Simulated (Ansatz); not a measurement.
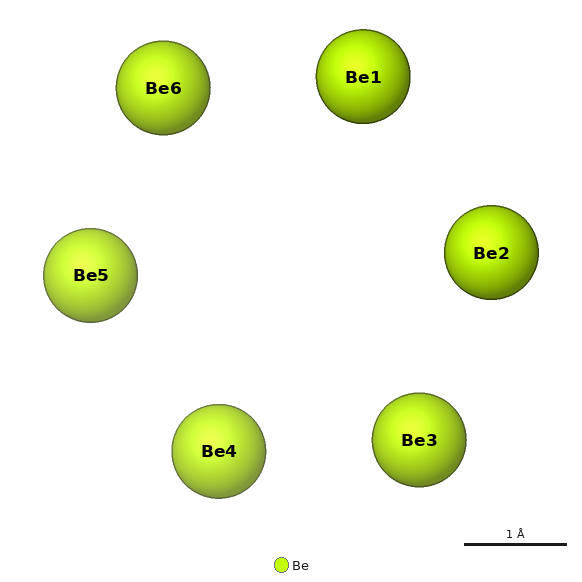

Source: calculation with Ansatz.

Orthographic view. Distant atoms are faded towards the background colour. Geometry: a fixed input geometry, not necessarily a minimum.

Give the distance matrix in Å.

| atom | Be1 | Be2 | Be3 | Be4 | Be5 | Be6 |
| --- | --- | --- | --- | --- | --- | --- |
| Be1 | 0.00 |  |  |  |  |  |
| Be2 | 2.15 | 0.00 |  |  |  |  |
| Be3 | 3.72 | 2.15 | 0.00 |  |  |  |
| Be4 | 4.30 | 3.73 | 2.15 | 0.00 |  |  |
| Be5 | 3.72 | 4.30 | 3.73 | 2.15 | 0.00 |  |
| Be6 | 2.15 | 3.72 | 4.30 | 3.72 | 2.15 | 0.00 |
